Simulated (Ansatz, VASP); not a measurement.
## Cross-check of HgSb between VASP and Ansatz

One calculation is typed for both programs; each brings its own data sets. How far apart do they land? The cell is invented: As first built, before any earlier steps moved the atoms (in the runner's words): it takes the MgSb structure with some of its atoms replaced by other elements, volume scaled by an estimate. It may not be a known or stable phase. The cell is taken from a series of VASP runs on this material, whose earlier steps may have relaxed, scaled or displaced it; both programs get it as it stands. Valence electrons are named where the data sets of a main pair hold unlike numbers.

Program: Ansatz 0.2.0. Level of theory: plane waves, with VASP 6.6.1 beside it; band structure at HSE06. Results are calculated unless marked as measured.

**1. The structure**

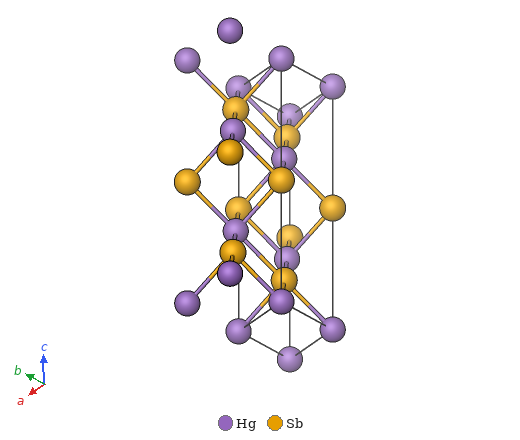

The cell as given, from a free direction (mercury purple, antimony orange). 1×2×1 cells are drawn. This picture shows the conventional cell, with its axes. Bonds to atoms that aren't drawn are left out. Some periodic images of atoms are drawn too.

As a file:

```cif
data_structure
_symmetry_space_group_name_H-M 'R-3m:H'
_symmetry_Int_Tables_number 166
_cell_length_a 4.0470
_cell_length_b 4.0470
_cell_length_c 11.1575
_cell_angle_alpha 90.000
_cell_angle_beta 90.000
_cell_angle_gamma 120.000
_cell_volume 158.26
loop_
_atom_site_label
_atom_site_type_symbol
_atom_site_symmetry_multiplicity
_atom_site_Wyckoff_symbol
_atom_site_fract_x
_atom_site_fract_y
_atom_site_fract_z
_atom_site_occupancy
Hg1 Hg 3 a 0.00000 0.00000 0.00000 1
Sb1 Sb 3 b 0.33333 0.66667 0.16667 1
```

**2. VASP: band structure, HSE06**

A single point gives forces, pressure and levels at one fixed geometry, so differences don't come from the geometry; what else differs is listed under the comparison.

Lines of VASP's logs that name or quote its potential files are left out, and so is its time.

The run reads the wave functions of an earlier VASP run, which isn't shown here.

File INCAR:

```
SYSTEM = HgSb
PREC = Accurate
ENCUT = 400
EDIFF = 1E-06
NELM = 100
ISMEAR = 0
SIGMA = 0.05
LREAL = .FALSE.
ALGO = Normal
LHFCALC = .TRUE.
AEXX = 0.25
GGA = PE
HFSCREEN = 0.2
LASPH = .TRUE.
PRECFOCK = Fast
LORBIT = 11
LWAVE = .FALSE.
LCHARG = .FALSE.
```

File POSCAR:

```
HgSb
1.0
    2.0235248969      1.1682822931      3.7191830794
   -2.0235248969      1.1682822931      3.7191830794
    0.0000000000     -2.3365645861      3.7191830794
Hg Sb
1 1
Direct
    0.0000000000      0.0000000000      0.0000000000
    0.5000000000      0.5000000000      0.5000000000
```

File KPOINTS:

```
Automatic mesh
0
Gamma
4 4 4
0 0 0
```

File KPOINTS_OPT:

```
Line mode
10
Line-mode
Reciprocal
  0.00000000   0.00000000   0.00000000 GAMMA
  0.50000000   0.00000000   0.00000000 L

  0.50000000   0.00000000   0.00000000 L
  0.50000000   0.23244900  -0.23244900 B1

  0.76755100   0.50000000   0.23244900 B
  0.50000000   0.50000000   0.50000000 Z

  0.50000000   0.50000000   0.50000000 Z
  0.00000000   0.00000000   0.00000000 GAMMA

  0.00000000   0.00000000   0.00000000 GAMMA
  0.36622450   0.00000000  -0.36622450 X

  0.63377550   0.36622450   0.00000000 Q
  0.50000000   0.50000000   0.00000000 F

  0.50000000   0.50000000   0.00000000 F
  0.63377550   0.63377550   0.23244900 P1

  0.63377550   0.63377550   0.23244900 P1
  0.50000000   0.50000000   0.50000000 Z

  0.50000000   0.00000000   0.00000000 L
  0.76755100   0.36622450   0.36622450 P
```

Potentials, in the order of the species: Hg and Sb (PBE family, release 64).

Command:

```
$ mpirun -np 1 vasp_std
```

Numbers of over 12 decimals in the logs are rounded to 6 here.

The log of the run:

```text
[banner, memory and clock lines left out]
running    1 mpi-ranks, on    1 nodes
 distrk:  each k-point on    1 cores,    1 groups
 distr:  one band on    1 cores,    1 groups

 POSCAR found type information on POSCAR HgSb
 POSCAR found :  2 types and       2 ions
 LDA part: xc-table for (Slater+PW92), standard interpolation
 found WAVECAR, reading the header
 POSCAR, INCAR and KPOINTS ok, starting setup
 FFT: planning ... GRIDC
 FFT: planning ... GRID_SOFT
 FFT: planning ... GRID
 reading WAVECAR
 the WAVECAR file was read successfully
 initial charge from wavefunction
 entering main loop
       N       E                     dE             d eps       ncg     rms          rms(c)
DAV:   1    -0.502425945139E+01   -0.50243E+01   -0.18011E+00   312   0.114E+01    0.144E+01
DAV:   2    -0.502675954487E+01   -0.25001E-02   -0.58303E-02   352   0.311E+00    0.938E+00
DAV:   3    -0.502617552937E+01    0.58402E-03   -0.75455E-03   344   0.101E+00    0.580E+00
DAV:   4    -0.502606511144E+01    0.11042E-03   -0.49679E-04   348   0.194E-01    0.346E+00
DAV:   5    -0.502596640985E+01    0.98702E-04   -0.44749E-05   340   0.628E-02    0.206E+00
DAV:   6    -0.502593784813E+01    0.28562E-04   -0.20234E-05   336   0.408E-02    0.123E+00
DAV:   7    -0.502593202750E+01    0.58206E-05   -0.57594E-06   336   0.244E-02    0.731E-01
DAV:   8    -0.502593297607E+01   -0.94857E-06   -0.17312E-06   256   0.146E-02
   1 F= -.50259330E+01 E0= -.50246107E+01  d E =-.264464E-02
 Start KPOINTS_OPT (optional k-point list driver)
k-point batch [1-13\90]
       N       E                     dE             ncg
DAV:   1     0.107705731619E+04   -0.21836E+04      312
DAV:   2    -0.335098525691E+03   -0.14122E+04      324
DAV:   3    -0.412810413143E+03   -0.77712E+02      348
DAV:   4    -0.415562285784E+03   -0.27519E+01      388
DAV:   5    -0.415667191542E+03   -0.10491E+00      356
DAV:   6    -0.415672929815E+03   -0.57383E-02      344
DAV:   7    -0.415673301375E+03   -0.37156E-03      328
DAV:   8    -0.415673328415E+03   -0.27040E-04      272
DAV:   9    -0.415673330519E+03   -0.21038E-05      264
DAV:  10    -0.415673330686E+03   -0.16712E-06      224
[...]
k-point batch [79-90\90]
       N       E                     dE             ncg
DAV:   1     0.134825746063E+04   -0.43766E+04      296
DAV:   2     0.104273398495E+03   -0.12440E+04      312
DAV:   3     0.379156520356E+02   -0.66358E+02      316
DAV:   4     0.355023445344E+02   -0.24133E+01      348
DAV:   5     0.354027100584E+02   -0.99634E-01      320
DAV:   6     0.353980530399E+02   -0.46570E-02      320
DAV:   7     0.353977411485E+02   -0.31189E-03      296
DAV:   8     0.353977178227E+02   -0.23326E-04      240
DAV:   9     0.353977158597E+02   -0.19630E-05      224
DAV:  10     0.353977157020E+02   -0.15774E-06      212
```

Parts of OUTCAR (step 2):

```text
ion  position               nearest neighbor table
   1  0.000  0.000  0.000-   2 2.99   2 2.99   2 2.99   2 2.99   2 2.99   2 2.99
   2  0.500  0.500  0.500-   1 2.99   1 2.99   1 2.99   1 2.99   1 2.99   1 2.99

  LATTYP: Found a trigonal (rhomboedric) cell.
 ALAT       =     4.3922499135
 COS(alpha) =     0.5755045748

 Subroutine GETGRP returns: Found 12 space group operations
 (whereof 12 operations were pure point group operations)

The static configuration has the point symmetry D_3d.

 Found     13 irreducible k-points:

   k-points           NKPTS =     13   k-points in BZ     NKDIM =     64   number of bands    NBANDS=     12

   dimension x,y,z NGX =    30 NGY =   30 NGZ =   30
   dimension x,y,z NGXF=    60 NGYF=   60 NGZF=   60

   ENCUT  =  400.0 eV  29.40 Ry    5.42 a.u.   7.16  7.16  7.16*2*pi/ulx,y,z

   NELECT =      17.0000    total number of electrons

 k-points in reciprocal lattice and weights: Automatic mesh
   0.00000000  0.00000000  0.00000000       0.016
   0.25000000  0.00000000  0.00000000       0.094
   0.50000000  0.00000000  0.00000000       0.047
   0.25000000  0.25000000  0.00000000       0.094
   0.50000000  0.25000000  0.00000000       0.188
  -0.25000000  0.25000000  0.00000000       0.094
   0.50000000  0.50000000  0.00000000       0.047
   0.25000000  0.25000000  0.25000000       0.031
   0.50000000  0.25000000  0.25000000       0.094
  -0.25000000  0.25000000  0.25000000       0.094
   0.50000000  0.50000000  0.25000000       0.094
  -0.25000000  0.50000000  0.25000000       0.094
   0.50000000  0.50000000  0.50000000       0.016

  exchange ACFDT corr.  =         0.00000000  see jH, gK, PRB 81, 115126

 average (electrostatic) potential at core
       1 -33.2741       2 -83.7803

 E-fermi :   5.2883

 k-point     1 :       0.0000    0.0000    0.0000
  band No.  band energies     occupation
    ...
      3      -3.5249      2.00000
      4      -3.5249      2.00000
      5      -3.4459      2.00000
      6      -3.4459      2.00000
      7       4.3857      2.00000
      8       5.8904      0.00000
      9       6.1087      0.00000
     10       6.1087      0.00000
     11      12.6792      0.00000
     12      13.5462      0.00000

 k-point     2 :       0.2500    0.0000    0.0000
  band No.  band energies     occupation
    ...
      4      -3.5401      2.00000
      5      -3.4412      2.00000
      6      -3.3536      2.00000
      7       1.3539      2.00000
      8       5.2883      1.00000
      9       6.3306      0.00000
     10       8.4919      0.00000
     11      10.6401      0.00000
     12      11.0744      0.00000

 k-point     3 :       0.5000    0.0000    0.0000
  band No.  band energies     occupation
    ...
      3      -3.9023      2.00000
      4      -3.8034      2.00000
      5      -3.3555      2.00000
      6      -3.2180      2.00000
      7      -1.3884      2.00000
      8       6.3953      0.00000
      9       6.7400      0.00000
     10       7.8982      0.00000
     11       9.1266      0.00000
     12       9.6519      0.00000

  energy-cutoff  :      400.00
  volume of cell :       52.75
      direct lattice vectors                 reciprocal lattice vectors
     2.023524897  1.168282293  3.719183079     0.247093575  0.142659585  0.089625417
    -2.023524897  1.168282293  3.719183079    -0.247093575  0.142659585  0.089625417
     0.000000000 -2.336564586  3.719183079     0.000000000 -0.285319169  0.089625417

 POSITION                                       TOTAL-FORCE (eV/Angst)
 -----------------------------------------------------------------------------------
      0.00000      0.00000      0.00000         0.000000     -0.000000      0.000000
      0.00000      0.00000      5.57877        -0.000000      0.000000      0.000000
 -----------------------------------------------------------------------------------
    total drift:                               -0.000004      0.000002     -0.000011

  FREE ENERGIE OF THE ION-ELECTRON SYSTEM (eV)
  ---------------------------------------------------
  free  energy   TOTEN  =        -5.0259329761 eV

  energy  without entropy=       -5.0232883374  energy(sigma->0) =       -5.02461066

 total charge
# of ion       s       p       d       tot
------------------------------------------
    1        0.776   0.392   9.328  10.496
    2        1.224   1.290   0.029   2.544
--------------------------------------------------
tot          2.000   1.683   9.357  13.040

[... 3 further parts left out ...]
```

This run has no spin polarisation. Its electron count is odd, so without a moment it is a metal by construction. The k-mesh is coarse for exact exchange; levels may shift by about 0.1 eV on a finer one. The k-mesh is coarse for a metal.

(Part 1 of 2 ends here.)

[Lines on the potential files, build, host, timing and source positions are cut from VASP's logs without a mark.]

[Logs are printed without paths, hosts, clocks, repeated set-up lines and the standing remarks that a program may print on its own settings, such as how far it seeks lower states.]

[Hosts, paths, dates, database ids (printed as entryN), source tags and the programs' standing remarks are cut or masked in the printed files.]
